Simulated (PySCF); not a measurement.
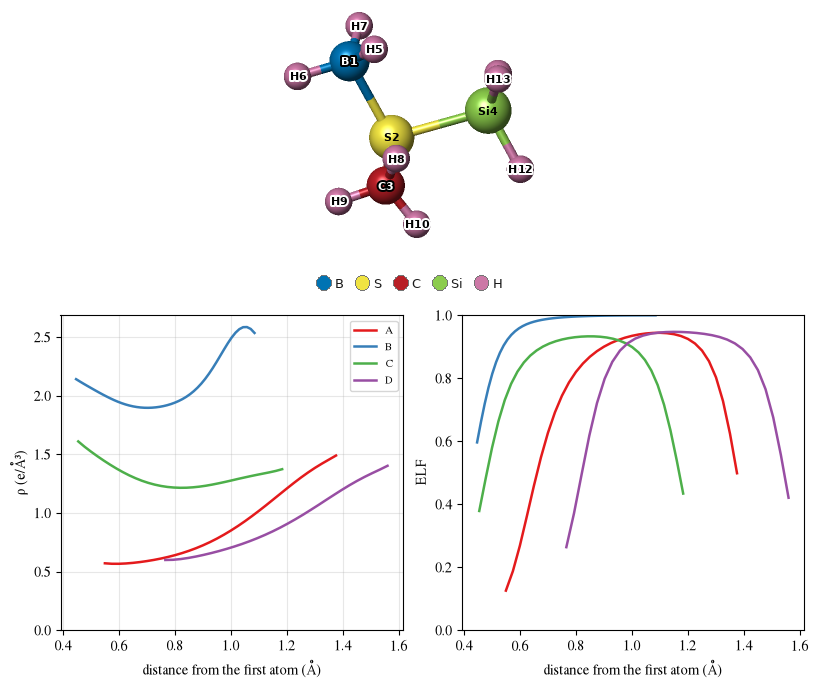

CH9BSSi. Electron density and ELF along straight lines between neighbouring atoms. The curves leave out the atomic cores. The structure is drawn too.

Geometry: GFN2-xTB.

Computed with CAM-B3LYP/def2-SVPD, SCF density, gas phase (PySCF 2.14.0).

```yaml
atoms:
  - { symbol: B, position_ang: [-0.3343, 1.7881, 0.0517] }
  - { symbol: S, position_ang: [-0.1402, 0.0601, -0.9408] }
  - { symbol: C, position_ang: [-1.3683, -0.9744, -0.0804] }
  - { symbol: Si, position_ang: [1.6996, -0.7418, -0.0636] }
  - { symbol: H, position_ang: [-0.2342, 1.4763, 1.1961] }
  - { symbol: H, position_ang: [-1.4075, 2.1733, -0.2653] }
  - { symbol: H, position_ang: [0.5664, 2.4402, -0.3584] }
  - { symbol: H, position_ang: [-1.2913, -0.8154, 0.9906] }
  - { symbol: H, position_ang: [-2.3461, -0.6543, -0.4258] }
  - { symbol: H, position_ang: [-1.2043, -2.0170, -0.3340] }
  - { symbol: H, position_ang: [2.7545, -0.0066, -0.7386] }
  - { symbol: H, position_ang: [1.6506, -2.1552, -0.4319] }
  - { symbol: H, position_ang: [1.6507, -0.5727, 1.3827] }
```

> Which curve belongs to which contact (B–S, C–H, C–S and Si–S)? The first atom named is at distance zero.

Curve A: B–S (2.00 Å): the density is about 0.85 e/Å³ at the midpoint, with its minimum of 0.57 e/Å³ about 0.6 Å from B; the ELF peaks at about 0.95 between the atoms, as expected for a shared electron pair. Curve B: C–H (1.09 Å): the density is about 2 e/Å³ at the midpoint; the ELF climbs to about 1 towards the hydrogen, as it does in any bond to H (an ordinary covalent bond to hydrogen). Curve C: C–S (1.82 Å): ρ at the midpoint is about 1.2 e/Å³; the ELF peaks at about 0.95 between the atoms, as expected for localised, covalent bonding. Curve D: Si–S (2.19 Å): ρ at the midpoint is about 0.78 e/Å³; the ELF peaks at about 0.95 between the atoms: a covalent bond.
